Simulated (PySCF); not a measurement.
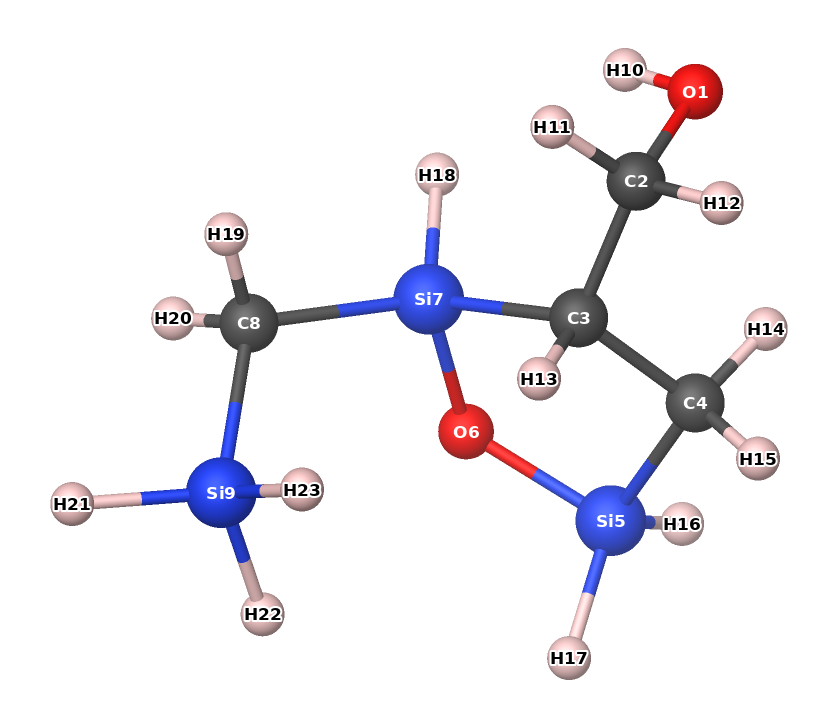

The geometry was computed by an optimisation with GFN2-xTB. No frequency run is at hand to confirm it as a minimum. Electric field gradients from the ground-state density, PBE0/pcSseg-1 (PySCF 2.14.0), non-relativistic apart from any core potentials.

Give the largest field-gradient component, the quadrupole coupling constant and the asymmetry for 17O at O1 (Q = −25.6 mb), 17O at O6 (Q = −25.6 mb), 2H at H10 (Q = 2.86 mb), 2H at H11 (Q = 2.86 mb).

| atom | V_zz (a.u.) | e²qQ/h (MHz) | η |
| --- | --- | --- | --- |
| O1 | −1.918 | 11.54 | 0.93 |
| O6 | 0.906 | −5.45 | 0.27 |
| H10 | 0.465 | 0.313 | 0.14 |
| H11 | 0.283 | 0.190 | 0.05 |

The geometry is semi-empirical. Around Si such bond lengths and angles can be off by a tenth of an ångström or more and by several degrees, and values that hang on the shape move with them.
